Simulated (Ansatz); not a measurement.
# SiH3OF (SMILES O[SiH2]F) at wB97M-V/STO-3G

What is the electronic atomisation energy of SiH3OF at wB97M-V/STO-3G? 

The results are computed with Ansatz 0.2.0.

71 further runs of the same task are left out: 10 that didn't finish, 61 set aside as unsound or not needed.

## (1) The system as given

SiH3OF has 6 atoms, charge 0, and is taken as a singlet. As SMILES, `O[SiH2]F`. The coordinates come from a PBE0-D4/def2-TZVP relaxation. This is one conformer, not always the lowest.

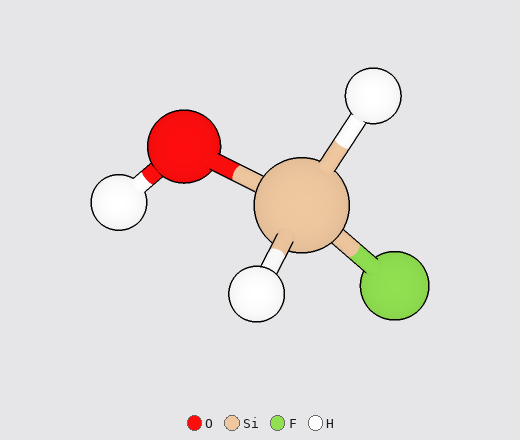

The structure, seen from a chosen angle (oxygen red, silicon light orange, fluorine green, hydrogen white).

## (2) The energy at wB97M-V/STO-3G

job.yaml

```yaml
crystal:
  periodic: [false, false, false]
  atoms:
    - {symbol: O, position_ang: [-0.853500, -0.209200, -0.924100]}
    - {symbol: Si, position_ang: [0.378300, -0.009300, 0.123900]}
    - {symbol: F, position_ang: [0.180800, -0.922800, 1.417800]}
    - {symbol: H, position_ang: [-1.714200, 0.150200, -0.705600]}
    - {symbol: H, position_ang: [1.595600, -0.458500, -0.575800]}
    - {symbol: H, position_ang: [0.455100, 1.385600, 0.617600]}
basis:
  gaussian:
    orbitals: STO-3G
hamiltonian:
  xc: {name: wB97M-V}
accuracy: high
```

Run with:

```bash
$ ansatz run job.yaml --threads 1 --pin off --max-ram 2610MiB --events-out events.jsonl --progress --plain --runs-dir runs
```

Standard output:

```text
Warning: RAYON_NUM_THREADS=1 ignored (pool sized by the plan → 1); use --threads N
Functional definition: wB97M-V
  name "wB97M-V"
  parameter omega = 0.3/bohr
  parameter cx = 0.15
  parameter cx01 = 1.007
  parameter cx10 = 0.259
  parameter css00 = 0.443
  parameter css04 = -1.437
  parameter css10 = -4.535
  parameter css20 = -3.390
  parameter css43 = 4.278
  parameter cos00 = 1.000
  parameter cos10 = 1.358
  parameter cos20 = 2.924
  parameter cos21 = -8.812
  parameter cos60 = -1.390
  parameter cos61 = 9.142
  parameter b = 6.0
  parameter c = 0.01
  gx(w, u) = 1 - cx + cx01*u + cx10*w
  gss(w, u) = css00 + css04*u^4 + css10*w + css20*w^2 + css43*w^4*u^3
  gos(w, u) = cos00 + cos10*w + (cos20 + cos21*u)*w^2 + (cos60 + cos61*u)*w^6
  exchange = spin_sum(e_x_unif_sr(omega)*gx(b97_w, b97_u_x)) + cx*exact_x_sr(omega) + exact_x_lr(omega)
  correlation = spin_sum(e_c_pw_mod_same_spin*gss(b97_w, b97_u_same))
      + integral(e_c_pw_mod_opposite_spin*gos(b97_w_opposite, b97_u_opposite)) + vv10(b, c)
413 factors; integrals over basis functions are off by at most 3.1e-8 eV
158 factors; integrals over basis functions are off by at most 8.0e-10 eV
mean field evaluation 1: about -12529.1549 eV, gradient 2.5e1 eV
mean field evaluation 2: about -12531.2221 eV, gradient 1.2e1 eV
mean field evaluation 4: about -12531.6615 eV, gradient 3.2e-1 eV
mean field evaluation 8: about -12531.6380 eV, gradient 2.6e-3 eV
mean field evaluation 16: about -12531.6380 eV, gradient 8.8e-8 eV
mean field -12531.63799922 eV, -460.5292022222 hartree, gradient 1.4e-8 eV, S^2 0.000000; 0 other end points of the search recorded, 0 dependent functions left out
reference -12531.63800156 eV, -460.5292023081 hartree; 17, 17 occupied and 5, 5 virtual orbitals, 413 factors
Total energy: -12531.63800156 eV, -460.5292023081 hartree
```

Wall time 24 s (1 thread of Arm Neoverse V1, shared host); peak memory 0.3 GiB.

## (3) The F atom, same level

input.yaml

```yaml
crystal:
  periodic: [false, false, false]
  atoms:
    - symbol: F
      position_ang: [0.000000, 0.000000, 0.000000]
basis:
  gaussian: {orbitals: STO-3G}
magnetization: {spin_polarized: true, initial_magnetization: 1}
hamiltonian: {xc: {name: wB97M-V}}
accuracy: high
```

Run with:

```bash
$ ansatz run input.yaml --threads 1 --pin off --max-ram 2610MiB --events-out events.jsonl --progress --plain --runs-dir runs
```

Standard output, shortened:

```text
Warning: RAYON_NUM_THREADS=1 ignored (pool sized by the plan → 1); use --threads N
[... 2 set-up lines as earlier in the session ...]
[...]
  gx(w, u) = 1 - cx + cx01*u + cx10*w
  gss(w, u) = css00 + css04*u^4 + css10*w + css20*w^2 + css43*w^4*u^3
  gos(w, u) = cos00 + cos10*w + (cos20 + cos21*u)*w^2 + (cos60 + cos61*u)*w^6
[...]
      + integral(e_c_pw_mod_opposite_spin*gos(b97_w_opposite, b97_u_opposite)) + vv10(b, c)
15 factors; integrals over basis functions are off by at most 1.2e-9 eV
14 factors; integrals over basis functions are off by at most 9.1e-10 eV
[...]
mean field -2674.40014389 eV, -98.2823925144 hartree, gradient 0.0e0 eV, S^2 0.750000; 0 other end points of the search recorded, 0 dependent functions left out
reference -2674.40014424 eV, -98.2823925273 hartree; 5, 4 occupied and 0, 1 virtual orbitals, 15 factors
Total energy: -2674.40014424 eV, -98.2823925273 hartree
```

Run time: 1.3 s. Hardware: 1 thread of Arm Neoverse V1, shared host; peak memory 0.16 GiB.

## (4) The H atom

in.yaml

```yaml
crystal:
  periodic: [false, false, false]
  atoms:
    - {symbol: H, position_ang: [0.000000, 0.000000, 0.000000]}
basis:
  gaussian: {orbitals: STO-3G}
magnetization: {spin_polarized: true, initial_magnetization: 1}
hamiltonian: {xc: {name: wB97M-V}}
accuracy: high
```

Run the same way, it converges to -0.45654 Eh (log not shown).

## (5) The O atom at the same level

run.yaml

```yaml
crystal:
  periodic: [false, false, false]
  atoms:
    - {symbol: O, position_ang: [0.000000, 0.000000, 0.000000]}
basis:
  gaussian:
    orbitals: STO-3G
magnetization:
  spin_polarized: true
  initial_magnetization: 2
hamiltonian:
  xc: {name: wB97M-V}
accuracy: high
```

Run with:

```bash
$ ansatz run run.yaml --threads 1 --pin off --max-ram 2610MiB --events-out events.jsonl --progress --plain --runs-dir runs
```

Standard output, shortened:

```text
Warning: RAYON_NUM_THREADS=1 ignored (pool sized by the plan → 1); use --threads N
[... 2 set-up lines as earlier in the session ...]
[...]
  gx(w, u) = 1 - cx + cx01*u + cx10*w
  gss(w, u) = css00 + css04*u^4 + css10*w + css20*w^2 + css43*w^4*u^3
  gos(w, u) = cos00 + cos10*w + (cos20 + cos21*u)*w^2 + (cos60 + cos61*u)*w^6
[...]
      + integral(e_c_pw_mod_opposite_spin*gos(b97_w_opposite, b97_u_opposite)) + vv10(b, c)
15 factors; integrals over basis functions are off by at most 1.1e-9 eV
15 factors; integrals over basis functions are off by at most 3.1e-10 eV
[...]
mean field -2014.77087902 eV, -74.0414641433 hartree, gradient 0.0e0 eV, S^2 2.000000; 0 other end points of the search recorded, 0 dependent functions left out
reference -2014.77087952 eV, -74.0414641616 hartree; 5, 3 occupied and 0, 2 virtual orbitals, 15 factors
Total energy: -2014.77087952 eV, -74.0414641616 hartree
```

It took 1.2 s on 1 thread of Arm Neoverse V1, shared host; peak memory 0.15 GiB.

## (6) The Si atom

input.yaml

```yaml
crystal:
  periodic: [false, false, false]
  atoms:
    - {symbol: Si, position_ang: [0.000000, 0.000000, 0.000000]}
basis:
  gaussian:
    orbitals: STO-3G
magnetization:
  spin_polarized: true
  initial_magnetization: 2
hamiltonian:
  xc: {name: wB97M-V}
accuracy: high
```

Run the same way, it converges to -285.96702 Eh (log not shown).

## (7) Summary of results

Level: wB97M-V/STO-3G.

| quantity | value |
| --- | --- |
| molecule: total energy | -460.52920 Eh |
| F atom: total energy | -98.28239 Eh |
| F atom: ⟨S²⟩ | 0.750 |
| H atom: total energy | -0.45654 Eh |
| H atom: ⟨S²⟩ | 0.750 |
| O atom: total energy | -74.04146 Eh |
| O atom: ⟨S²⟩ | 2.000 |
| Si atom: total energy | -285.96702 Eh |
| Si atom: ⟨S²⟩ | 2.000 |
| electronic atomisation energy | 23.639 eV |

What this shows: Taking the molecule apart into free atoms costs 23.64 eV (545 kcal/mol), before zero-point energy and without spin-orbit coupling. In a minimal basis such a difference can be off by several eV, whatever the method.
